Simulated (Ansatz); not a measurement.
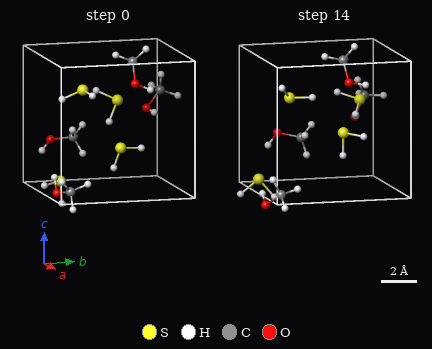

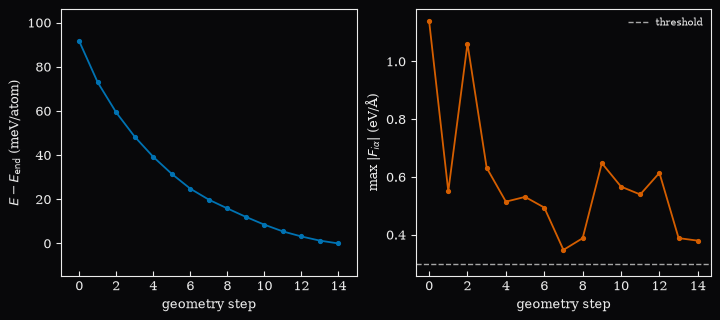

First and last geometry of a relaxation of an amorphous cell of composition H6CSO, with the history of the run. Style: ball-and-stick. Shown: the cell of the calculation (origin shifted), slightly off an axis.

The cell holds 4 SH2 + 4 CH3OH. The run prepares the start of a later molecular dynamics calculation, from a guessed geometry.

Computed with Ansatz 0.2.0, DFT PBE, scalar-relativistic, plane waves, PAW. Set-up: plane-wave cutoff 420 eV; k-point mesh 1 × 1 × 1; occupations fermi dirac; smearing width 0.05 eV; no spin polarisation; atoms relaxed in a fixed cell; force threshold 0.3 eV/Å; at most 15 steps.

What do the curves and the structures tell?

Answer. The relaxation stopped without meeting its thresholds, so the last structure isn't shown to be converged. It used up its limit of 15 steps. The energy falls by 91.7 meV per atom in 14 geometry steps. The largest force component goes from 1.1 to 0.38 eV/Å. The largest move is that of an H atom, 1.85 Å along [2 3 1]. Largest moves by element: H 1.85 Å, S 1.58 Å, O 0.82 Å, C 0.74 Å. The cell doesn't change. Some distances before and after: H–S 1.339 → 1.396 Å, H–S 1.339 → 1.373 Å, H–O 0.970 → 0.990 Å, C–H 1.090 → 1.106 Å. Among the angles between lasting bonds that change: H–S–H 93.3° → 90.7°. The run took 43 s on 1 thread of Arm Neoverse V2, with other jobs on the host, peak memory 0.46 GiB.

| step | E − E(0), meV/atom | largest force component, eV/Å |
| --- | --- | --- |
| 0 | 0.00 | 1.1406 |
| 1 | -18.67 | 0.5505 |
| 2 | -32.33 | 1.0619 |
| 3 | -43.32 | 0.6319 |
| 4 | -52.44 | 0.5148 |
| 5 | -60.15 | 0.5312 |
| 6 | -66.84 | 0.4944 |
| 7 | -71.82 | 0.3477 |
| 8 | -75.79 | 0.3883 |
| 9 | -79.62 | 0.6481 |
| 10 | -83.15 | 0.5667 |
| 11 | -86.20 | 0.5397 |
| 12 | -88.49 | 0.6144 |
| 13 | -90.38 | 0.3886 |
| 14 | -91.66 | 0.3797 |

Limits of the set-up: the periodic images lie only 8.0 Å apart, so the values are limited by the cell's size.
